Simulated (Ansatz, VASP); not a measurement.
# GaAs in two plane-wave programs

Wanted: the spread between two codes on one cell, functional and k mesh. Valence electrons are named where the data sets of a main pair hold unlike numbers.

Calculated with Ansatz 0.2.0; plane waves, with VASP 6.6.1 beside it; band structure at r2SCAN-EpsX with an exact-exchange share of 0.041 and band structure at B3LYP with an exact-exchange share of 0.2.

## Step 1: The structure

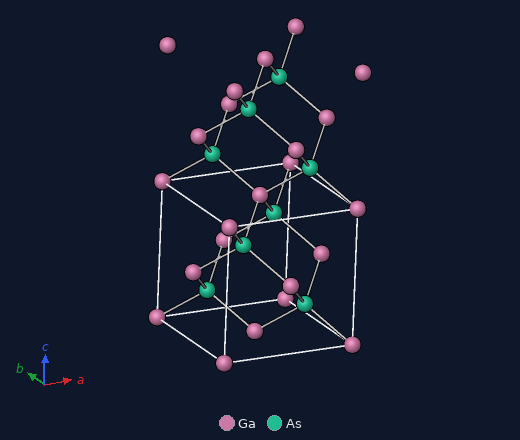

The cell as given, slightly off an axis (gallium pink, arsenic teal). 1×1×2 cells are drawn. This picture shows the conventional cell, with its axes. Bonds to atoms that aren't drawn are left out. Some periodic images of atoms are drawn too.

Structure file:

```cif
data_structure
_symmetry_space_group_name_H-M 'F-43m'
_symmetry_Int_Tables_number 216
_cell_length_a 5.6537
_cell_length_b 5.6537
_cell_length_c 5.6537
_cell_angle_alpha 90.000
_cell_angle_beta 90.000
_cell_angle_gamma 90.000
_cell_volume 180.72
loop_
_atom_site_label
_atom_site_type_symbol
_atom_site_symmetry_multiplicity
_atom_site_Wyckoff_symbol
_atom_site_fract_x
_atom_site_fract_y
_atom_site_fract_z
_atom_site_occupancy
Ga1 Ga 4 a 0.00000 0.00000 0.00000 1
As1 As 4 d 0.25000 0.25000 0.75000 1
```

## Step 2: VASP: band structure, r2SCAN-EpsX with an exact-exchange share of 0.041

The same path points are solved in both programs, so levels can be compared one by one.

Lines of VASP's logs that name or quote its potential files are left out, and so is its time.

The run reads the wave functions of an earlier VASP run, which isn't shown here.

Input file INCAR:

```
SYSTEM = GaAs
PREC = Accurate
ENCUT = 400
EDIFF = 1E-06
NELM = 100
ISMEAR = 0
SIGMA = 0.02
LREAL = .FALSE.
ALGO = Normal
LHFCALC = .TRUE.
AEXX = 0.041
METAGGA = R2SCAN
LASPH = .TRUE.
NBANDS = 15
PRECFOCK = Fast
HFRCUT = -1
LORBIT = 11
LWAVE = .FALSE.
LCHARG = .FALSE.
KPAR = 4
```

Input file POSCAR:

```
GaAs
1.0
    0.0000000000      2.8268500000      2.8268500000
    2.8268500000      0.0000000000      2.8268500000
    2.8268500000      2.8268500000      0.0000000000
Ga As
1 1
Direct
    0.0000000000      0.0000000000      0.0000000000
    0.2500000000      0.2500000000      0.2500000000
```

Input file KPOINTS:

```
Automatic mesh
0
Gamma
4 4 4
0 0 0
```

Input file KPOINTS_OPT:

```
Line mode
6
Line-mode
Reciprocal
  0.00000000   0.00000000   0.00000000 GAMMA
  0.50000000   0.00000000   0.50000000 X

  0.50000000   0.00000000   0.50000000 X
  0.50000000   0.25000000   0.75000000 W

  0.50000000   0.25000000   0.75000000 W
  0.37500000   0.37500000   0.75000000 K

  0.37500000   0.37500000   0.75000000 K
  0.00000000   0.00000000   0.00000000 GAMMA

  0.00000000   0.00000000   0.00000000 GAMMA
  0.50000000   0.50000000   0.50000000 L

  0.50000000   0.50000000   0.50000000 L
  0.62500000   0.25000000   0.62500000 U

  0.62500000   0.25000000   0.62500000 U
  0.50000000   0.25000000   0.75000000 W

  0.50000000   0.25000000   0.75000000 W
  0.50000000   0.50000000   0.50000000 L

  0.50000000   0.50000000   0.50000000 L
  0.37500000   0.37500000   0.75000000 K

  0.62500000   0.25000000   0.62500000 U
  0.50000000   0.00000000   0.50000000 X
```

The projector-augmented-wave data sets are Ga_d and As (PBE family, release 64).

The run is started by

```
mpirun -np 4 vasp_std
```

Numbers of over 12 decimals in the logs are rounded to 6 here.

The log of the run:

```text
[banner, memory and clock lines left out]
running    4 mpi-ranks, on    1 nodes
 distrk:  each k-point on    1 cores,    4 groups
 distr:  one band on    1 cores,    1 groups

 POSCAR found type information on POSCAR GaAs
 POSCAR found :  2 types and       2 ions
|                                                                             |
|               ----> ADVICE to this user running VASP <----                  |
|                                                                             |
|     You enforced a specific xc type in the INCAR file but a different       |
|     [... a line on the potential file left out ...]
|     I HOPE YOU KNOW WHAT YOU ARE DOING!                                     |
|                                                                             |

 LDA part: xc-table for (None), standard interpolation
 found WAVECAR, reading the header
 POSCAR, INCAR and KPOINTS ok, starting setup
 FFT: planning ... GRIDC
 FFT: planning ... GRID_SOFT
 FFT: planning ... GRID
 HFRCUT set to (new)   8.837781
 reading WAVECAR
 the WAVECAR file was read successfully
 initial charge from wavefunction
 entering main loop
       N       E                     dE             d eps       ncg     rms          rms(c)
DAV:   1    -0.265778091441E+02   -0.26578E+02   -0.43329E-01   240   0.103E+01    0.989E-01
DAV:   2    -0.265705878915E+02    0.72213E-02   -0.27345E-02   359   0.298E+00    0.621E-01
DAV:   3    -0.265702834282E+02    0.30446E-03   -0.20346E-03   303   0.739E-01    0.374E-01
DAV:   4    -0.265702856977E+02   -0.22695E-05   -0.32829E-04   275   0.177E-01    0.222E-01
DAV:   5    -0.265702913238E+02   -0.56261E-05   -0.41167E-05   331   0.574E-02    0.133E-01
DAV:   6    -0.265702962860E+02   -0.49622E-05   -0.97324E-06   296   0.288E-02    0.803E-02
DAV:   7    -0.265702990731E+02   -0.27871E-05   -0.27574E-06   317   0.157E-02    0.482E-02
DAV:   8    -0.265703004877E+02   -0.14146E-05   -0.89571E-07   232   0.920E-03    0.288E-02
DAV:   9    -0.265703012153E+02   -0.72764E-06   -0.44577E-07   169   0.645E-03
   1 F= -.26570301E+02 E0= -.26570301E+02  d E =-.423544E-26
 Start KPOINTS_OPT (optional k-point list driver)
k-point batch [1-8\60]
       N       E                     dE             ncg
DAV:   1    -0.341810230847E+03   -0.29564E+04      240
DAV:   2    -0.100841879739E+04   -0.66661E+03      268
DAV:   3    -0.105787555305E+04   -0.49457E+02      310
DAV:   4    -0.105873930820E+04   -0.86376E+00      297
DAV:   5    -0.105874981654E+04   -0.10508E-01      324
DAV:   6    -0.105875015725E+04   -0.34071E-03      372
DAV:   7    -0.105875015937E+04   -0.21241E-05      292
DAV:   8    -0.105875015944E+04   -0.72736E-07      274
[...]
k-point batch [57-60\60]
       N       E                     dE             ncg
DAV:   1     0.213289775952E+04   -0.26861E+04      120
DAV:   2     0.180415132800E+04   -0.32875E+03      120
DAV:   3     0.177960979377E+04   -0.24542E+02      148
DAV:   4     0.177922963916E+04   -0.38015E+00      149
DAV:   5     0.177922622764E+04   -0.34115E-02      169
DAV:   6     0.177922612367E+04   -0.10397E-03      171
DAV:   7     0.177922612252E+04   -0.11543E-05      152
DAV:   8     0.177922612247E+04   -0.48152E-07      130
```

OUTCAR, selected parts (step 2):

```text
ion  position               nearest neighbor table
   1  0.000  0.000  0.000-   2 2.45   2 2.45   2 2.45   2 2.45
   2  0.250  0.250  0.250-   1 2.45   1 2.45   1 2.45   1 2.45

  LATTYP: Found a face centered cubic cell.
 ALAT       =     5.6537000000

 Subroutine GETGRP returns: Found 24 space group operations
 (whereof 24 operations were pure point group operations)

The static configuration has the point symmetry T_d .

 Found      8 irreducible k-points:

   k-points           NKPTS =      8   k-points in BZ     NKDIM =     64   number of bands    NBANDS=     15

   dimension x,y,z NGX =    28 NGY =   28 NGZ =   28
   dimension x,y,z NGXF=    56 NGYF=   56 NGZF=   56

   ENCUT  =  400.0 eV  29.40 Ry    5.42 a.u.   6.52  6.52  6.52*2*pi/ulx,y,z

   NELECT =      18.0000    total number of electrons

 k-points in reciprocal lattice and weights: Automatic mesh
   0.00000000  0.00000000  0.00000000       0.016
   0.25000000  0.00000000  0.00000000       0.125
   0.50000000  0.00000000  0.00000000       0.062
   0.25000000  0.25000000  0.00000000       0.094
   0.50000000  0.25000000  0.00000000       0.375
  -0.25000000  0.25000000  0.00000000       0.188
   0.50000000  0.50000000  0.00000000       0.047
  -0.25000000  0.50000000  0.25000000       0.094

  exchange ACFDT corr.  =         0.00000000  see jH, gK, PRB 81, 115126

 average (electrostatic) potential at core
       1 -69.8215       2 -53.9140

 E-fermi :   3.7552

 k-point     1 :       0.0000    0.0000    0.0000
  band No.  band energies     occupation
    ...
      5     -12.0000      2.00000
      6      -9.7947      2.00000
      7       3.6093      2.00000
      8       3.6093      2.00000
      9       3.6093      2.00000
     10       4.8235      0.00000
     11       7.8556      0.00000
     12       7.8557      0.00000
     13       7.8557      0.00000
     14      12.0576      0.00000
    ...

 k-point     2 :       0.2500    0.0000    0.0000
  band No.  band energies     occupation
    ...
      5     -11.9993      2.00000
      6      -9.0542      2.00000
      7      -0.6413      2.00000
      8       2.8980      2.00000
      9       2.8980      2.00000
     10       5.6369      0.00000
     11       8.7662      0.00000
     12       8.7663      0.00000
     13      10.2950      0.00000
     14      13.3759      0.00000
    ...

 k-point     3 :       0.5000    0.0000    0.0000
  band No.  band energies     occupation
    ...
      5     -11.9960      2.00000
      6      -7.9187      2.00000
      7      -3.3186      2.00000
      8       2.4045      2.00000
      9       2.4045      2.00000
     10       5.1669      0.00000
     11       8.8042      0.00000
     12       8.8043      0.00000
     13      12.1001      0.00000
     14      15.0050      0.00000
    ...

  energy-cutoff  :      400.00
  volume of cell :       45.18
      direct lattice vectors                 reciprocal lattice vectors
     0.000000000  2.826850000  2.826850000    -0.176875321  0.176875321  0.176875321
     2.826850000  0.000000000  2.826850000     0.176875321 -0.176875321  0.176875321
     2.826850000  2.826850000  0.000000000     0.176875321  0.176875321 -0.176875321

 POSITION                                       TOTAL-FORCE (eV/Angst)
 -----------------------------------------------------------------------------------
      0.00000      0.00000      0.00000         0.000000      0.000000      0.000000
      1.41342      1.41342      1.41342        -0.000000     -0.000000     -0.000000
 -----------------------------------------------------------------------------------
    total drift:                                0.000236      0.000089      0.000132

  FREE ENERGIE OF THE ION-ELECTRON SYSTEM (eV)
  ---------------------------------------------------
  free  energy   TOTEN  =       -26.5703012153 eV

  energy  without entropy=      -26.5703012153  energy(sigma->0) =      -26.57030122

 total charge
# of ion       s       p       d       tot
------------------------------------------
    1        0.827   0.805  10.004  11.635
    2        1.193   1.672   0.031   2.895
--------------------------------------------------
tot          2.019   2.476  10.035  14.530

[... 3 further parts left out ...]
```

The k-mesh is coarse for unscreened exact exchange, which converges slowly with it. Spin-orbit coupling is off here; it would split degenerate levels, and it lifts a valence top of As p states by about 0.1 eV. The PAW data sets were made with PBE, which is usual practice but a small mismatch for other functionals.

## Step 3: Ansatz: band structure, r2SCAN-EpsX with an exact-exchange share of 0.041

Ansatz runs on its default PAW (the set named soft_2) files.

The same cell, functional, mesh and smearing now go to Ansatz, which takes its cutoff from its data sets.

Input file input.yaml:

```yaml
crystal:
  lattice:
    - [0.0, 2.82685, 2.82685]
    - [2.82685, 0.0, 2.82685]
    - [2.82685, 2.82685, 0.0]
  atoms:
    - { symbol: Ga, position: [0.0, 0.0, 0.0] }
    - { symbol: As, position: [0.25, 0.25, 0.25] }
hamiltonian:
  xc: { exchange: r2scan, correlation: r2scan, exx: { coeff: 0.041 } }
  pseudopotentials: { kind: paw }
kpoints:
  mp_grid: { grid: [4, 4, 4] }
  band_path:
    path:
      - [0.0, 0.0, 0.0]
      - [0.5, 0.0, 0.5]
      - [0.5, 0.2, 0.7]
      - [0.4, 0.35, 0.75]
      - [0.15, 0.15, 0.3]
      - [0.2, 0.2, 0.2]
      - [0.55, 0.4, 0.55]
      - [0.6, 0.25, 0.65]
      - [0.5, 0.25, 0.75]
      - [0.5, 0.5, 0.5]
      - [0.375, 0.375, 0.75]
      - [0.5, 0.0, 0.5]
    npoints: 1
scf:
  occupations: { method: gaussian, width: 0.02 }
  n_extra_bands: 7
output:
  forces: true
  stress: true
  eigenvalues: true
```

The run is started by

```
ansatz run input.yaml --threads 4 --pin off --max-ram 9216MiB --backend cpu --events-out ev --progress --plain --runs-dir out
```

The log of the run:

```text
Warning: output.stress: scf.convergence.dr2_threshold = 1e-7 eV (the SCF's general default) is looser than the 2e-10 eV advised for a printed stress (1e-10 eV for each atom of the cell: 2). What an SCF threshold leaves in a stress goes as its square root, and in the free energy as the threshold itself, and one threshold admits the most on a small cell: [figures from the program's tests cut] Set scf.convergence.dr2_threshold to 2e-10 eV or tighter. The threshold is an SCF's pass mark: one that does not reach it within its budget of iterations ends unconverged, or closes short of it on a stop that the run arms, and scf.convergence.dr2_threshold's page says what that costs each kind of run
Warning: output.stress: scf.exx.energy_threshold = 1e-6 eV is looser than the 2e-8 eV advised for a stress under a hybrid functional (1e-8 eV for each atom of the cell: 2). Every SCF of the exchange loop can meet its threshold on dr2 while the loop round them stops early: no threshold on dr2 bounds what that leaves in the stress. Set scf.exx.energy_threshold to 2e-8 eV or tighter. The threshold is the loop's pass mark: a loop that does not reach it within its budget of cycles ends unconverged, and scf.exx.energy_threshold's page has the law
scf.n_extra_bands = 7 over 14 filled bands (N_el = 28.0): the run solves 21 bands
Engine: ansatz 0.2.0, aarch64-unknown-linux-gnu
Pseudopotentials: kind: paw
Pseudopotential: Ga, paw, valence charge 13, recommended cutoff 500 eV (meta_gga), Ga.paw.azcp
Pseudopotential: As, paw, valence charge 15, recommended cutoff 500 eV (meta_gga), As.paw.azcp
Functional definition: unnamed
  parameter a_1 = 0.041
  exchange = (1 - a_1)*r2scan_x + a_1*exact_x
  correlation = r2scan_c
Crystal: 2 atoms, lattice volume = 45.179 Å³
Basis set: ecut = 500 eV, 1139 PW (Γ), exchange–correlation on 120×120×120 points (64 copies of the dense FFT grid, shifted against one another)
Bands: 21, of which v1, the nominal top of the filled ones, is band 14 counted from 1 (13 counted from 0)
Symmetry: 24 space group operations
Space group: F-43m (ITA 216), of the structure as read, at distance tolerance 3.6e-5 Å
k-points: 8 of 64 (time reversal used)
Non-local potential: Ga, projectors of the file, l = 0: 2, l = 1: 2, l = 2: 3, l = 3: 1
Non-local potential: As, projectors of the file, l = 0: 2, l = 1: 2, l = 2: 3, l = 3: 1
PAW form: soft (Blöchl's): semilocal exchange-correlation on the pseudo side does not see the compensation charge
PAW frozen core: Ga, regenerated for the run's functional, and the local potential with it (the file was generated under x = pbe(κ = 0.804, μ = 0.219515), c = pbe(β = 0.066725))
PAW frozen core: As, regenerated for the run's functional, and the local potential with it (the file was generated under x = pbe(κ = 0.804, μ = 0.219515), c = pbe(β = 0.066725))
PAW one-centre angular grid: Ga, 590 points (default); XC on 160 Gauss nodes
PAW one-centre angular grid: As, 590 points (default); XC on 160 Gauss nodes
Initial density: superposition of atomic densities (neutral atoms: chi_scale 0, normalization atom), corrected by the library's trained network
Initial wavefunctions: pseudopotential atomic-orbital guess
Functional: x = r2scan, c = r2scan; τ floored in thin density (d = 2e-4 eV/Å³), warm-up for x = 0.959 r2scan + 0.041 exact, c = r2scan; τ floored in thin density (d = 2e-4 eV/Å³)
SCF iter   1: F=—  HF=-8655.583104 eV  |F-HF|=—  |Δ(HF+E_count)|=         —  Δρ=8.96e-3  dr2=1.43e-2  dr2_τ=5.16e-3  ethr=1.77e-3  ⟨swp⟩=7.9  Hψ=718  notcnv=0
preconditioner: auto → none  [insulator: Δε(μ)=0.950 eV  Ē_g=19.036 eV  σ=0.020 eV  W_gap=1.00  n_scr=14 (ndim 8)  ℏωp=23.4 eV  f_vac=0.090  D(μ)=0.00/eV (n_scr^D=0)]
SCF iter   2: F=—  HF=-8655.595670 eV  |F-HF|=—  |Δ(HF+E_count)|=   1.26e-2  Δρ=2.43e-3  dr2=1.60e-3  dr2_τ=3.78e-5  ethr=5.12e-5  ⟨swp⟩=5.4  Hψ=577  notcnv=0  defer=3
SCF iter   3: F=—  HF=-8655.595979 eV  |F-HF|=—  |Δ(HF+E_count)|=   3.09e-4  Δρ=1.82e-3  dr2=5.09e-4  dr2_τ=6.31e-6  ethr=5.72e-6  ⟨swp⟩=4.0  Hψ=430  notcnv=0
iter 4 solved again at ethr=1.34e-7 eV; its pass at ethr=1.82e-6 eV (dr2=3.74e-5 eV) is discarded
SCF iter   4: F=-8655.596128 eV  HF=-8655.596177 eV  |F-HF|=4.83e-5  |Δ(HF+E_count)|=   1.98e-4  Δρ=3.06e-4  dr2=3.97e-5  dr2_τ=7.48e-7  ethr=1.34e-7  ⟨swp⟩=3.9  Hψ=715  notcnv=0
SCF 1 stopped early in 4 iterations: F = -8655.596128 eV  dr2 = 3.97e-5
  greatest PAW one-centre occupation: 0.999 electrons in one spin orbital (limit 2), on the As atom at site 1 (counted from 0), in its partial waves of l = 2
Initial density: handed on by an earlier stage of this run
Initial wavefunctions: those handed on with the density
Functional: x = 0.959 r2scan + 0.041 exact, c = r2scan; τ floored in thin density (d = 2e-4 eV/Å³)
Frozen-core exchange: fock
SCF iter   1: F=—  HF=-8655.277940 eV  |F-HF|=—  |Δ(HF+E_count)|=         —  Δρ=1.90e-3  dr2=6.33e-4  dr2_τ=3.56e-6  ethr=1.42e-6  ⟨swp⟩=5.2  Hψ=684  notcnv=0
preconditioner: auto → none  [insulator: Δε(μ)=1.222 eV  Ē_g=19.425 eV  σ=0.020 eV  W_gap=1.00  n_scr=14 (ndim 8)  ℏωp=23.4 eV  f_vac=0.094  D(μ)=0.00/eV (n_scr^D=0)]
SCF iter   2: F=—  HF=-8655.277749 eV  |F-HF|=—  |Δ(HF+E_count)|=   1.92e-4  Δρ=2.68e-4  dr2=2.77e-5  dr2_τ=1.83e-7  ethr=1.42e-6  ⟨swp⟩=3.0  Hψ=447  notcnv=0
SCF iter   3: F=—  HF=-8655.277801 eV  |F-HF|=—  |Δ(HF+E_count)|=   5.22e-5  Δρ=1.31e-4  dr2=7.37e-6  dr2_τ=2.59e-8  ethr=9.60e-8  ⟨swp⟩=3.2  Hψ=318  notcnv=0  defer=2
SCF iter   4: F=—  HF=-8655.277800 eV  |F-HF|=—  |Δ(HF+E_count)|=   5.73e-7  Δρ=2.62e-5  dr2=2.07e-7  dr2_τ=3.11e-9  ethr=2.63e-8  ⟨swp⟩=3.1  Hψ=316  notcnv=0
SCF iter   5: F=-8655.277800 eV  HF=-8655.277800 eV  |F-HF|=1.65e-8  |Δ(HF+E_count)|=   4.91e-8  Δρ=7.71e-6  dr2=2.15e-8  dr2_τ=1.59e-10  ethr=7.05e-10  ⟨swp⟩=4.4  Hψ=501  notcnv=0  defer=2
SCF 2 converged in 5 iterations: F = -8655.277800 eV  dr2 = 2.15e-8
hybrid outer 1: dexx = +3.463e-5 eV, tail = 9.65e-8 eV
Frozen-core exchange: fock
SCF iter   1: F=—  HF=-8655.277800 eV  |F-HF|=—  |Δ(HF+E_count)|=         —  Δρ=8.70e-6  dr2=1.41e-8  dr2_τ=1.71e-10  ethr=1.72e-9  ⟨swp⟩=8.2  Hψ=445  notcnv=0
preconditioner: auto → none  [insulator: Δε(μ)=1.231 eV  Ē_g=19.409 eV  σ=0.020 eV  W_gap=1.00  n_scr=14 (ndim 8)  ℏωp=23.4 eV  f_vac=0.093  D(μ)=0.00/eV (n_scr^D=0)]
SCF iter   2: F=-8655.277800 eV  HF=-8655.277800 eV  |F-HF|=6.97e-10  |Δ(HF+E_count)|=   3.44e-9  Δρ=3.02e-6  dr2=2.97e-9  dr2_τ=2.01e-11  ethr=4.98e-11  ⟨swp⟩=4.0  Hψ=410  notcnv=0
SCF 3 converged in 2 iterations: F = -8655.277800 eV  dr2 = 2.97e-9
  Residual-converged pass: ⟨swp⟩=2.9  Hψ=259  notcnv=0  max |occ|·‖R‖ = 2.4e-6 eV (tolerance 2.4e-6 eV)  dr2=3.01e-9  dr2_τ=2.03e-11  dr2_onsite=5.62e-10  max |Δocc| = 0.0e0
hybrid outer 2: dexx = +3.334e-10 eV, tail = 7.09e-9 eV, Δε = 1.92e-4 eV (about 7.85e-5 eV left of the loop's levels)
NSCF: frozen V_eff on 12 k-points
hybrid SCF converged: 2 outer / 7 inner (+4 warm-up), last move |dexx| = 3.33e-10 eV, tail = 7.09e-9 eV
Stability not checked: this state was not tested for a lower state beside it, because the functional holds exact exchange (a hybrid, or Hartree-Fock), whose exchange loop this test does not read (fock_operator; see scf.lower_state_search)
Free energy (F): -8655.277800 eV
Frozen-core exchange: fock
Harris-Foulkes:  -8655.277800 eV  (|F-HF|=6.97e-10)
Internal energy: -8655.277800 eV  (E = F + TS)
E sigma→0 (E₀):  -8655.277800 eV
Fermi energy:    8.485091 eV
--- Per-component energies (eV) ---
  E_band       = -343.175454
  E_kinetic    = 218.794672
  E_local      = -3921.488900  (includes V_loc(G=0)·N_el)
  E_nonlocal   = -242.302626
  E_hartree    = 1979.631430
  E_xc         = -131.502774
  E_vxc        = -138.123169  (∫ρ·V_xc dr)
  E_exx        = -19.829712  (= α·E_x^exact, valence–valence)
  E_paw        = -3837.741962  (= ΣΔE_a)
  E_vpaw       = -186.671105  (= ΣTr[D̂ρ^β])
  E_aug_tail   = -0.000041  (compensation charges beyond the density's cutoff)
  E_vtau       = 7.013992  (kinetic-family band-sum trace: ∫τ·v_τ [+ j·A + Jᵃ·Aᵃ] dr)
  E_ewald      = -2698.727786
  E_core_change = -2.110102  (= ΣΔE_core)
  E_smearing   = -0.000000  (= −TS)
  E_closure    = -0.000000  (closes the sum)
  Σ components = -8655.277800   (vs F -8655.277800, Δ=-1.82e-12)
--- Forces (eV/Å), atoms counted from 1 ---
  atom   1  Ga     0.00000000    -0.00000000    -0.00000000
  atom   2  As    -0.00000000     0.00000000     0.00000000
  max |Σ_I F_I| component: 2.24e-16 eV/Å
--- Stress (GPa, compression-positive) ---
        0.581319       0.000000       0.000000
       -0.000000       0.581319       0.000000
       -0.000000       0.000000       0.581319
  P = ⅓ Tr σ = 0.5813 GPa (5.813 kbar)
--- Band table (eV; the first three rows and the last of 8) ---
  k-point 0: bands = [... 10 lower, -5.5252, 7.8694, 7.8694, 7.8694, 9.1005, 12.1216, 12.1216, 12.1216, ... 3 higher]
  k-point 1: bands = [... 10 lower, -4.7910, 3.6218, 7.1587, 7.1587, 9.9063, 13.0346, 13.0346, 14.5687, ... 3 higher]
  k-point 2: bands = [... 10 lower, -3.6503, 0.9432, 6.6644, 6.6644, 9.4371, 13.0702, 13.0702, 16.3632, ... 3 higher]
  k-point 7: bands = [... 10 lower, -2.7986, 0.9697, 4.1656, 4.3790, 13.1327, 13.1482, 14.0105, 14.5602, ... 3 higher]
```

Wall time 20 s (4 threads of Arm Neoverse V2, shared host); peak memory 0.9 GiB.

In the SCF lines HF is the Harris–Foulkes energy and dr2 the Hartree energy of the density residual, in eV; the loop may stop once dr2 is under the threshold and the program's other checks hold. Hψ counts applications of the Hamiltonian.

(Continued in part 2 of 2.)

[Lines on the potential files, build, host, timing and source positions are cut from VASP's logs without a mark.]

[Logs are printed without paths, hosts, clocks, repeated set-up lines and the standing remarks that a program may print on its own settings, such as how far it seeks lower states.]

[Hosts, paths, dates, database ids (printed as entryN), source tags and the programs' standing remarks are cut or masked in the printed files.]
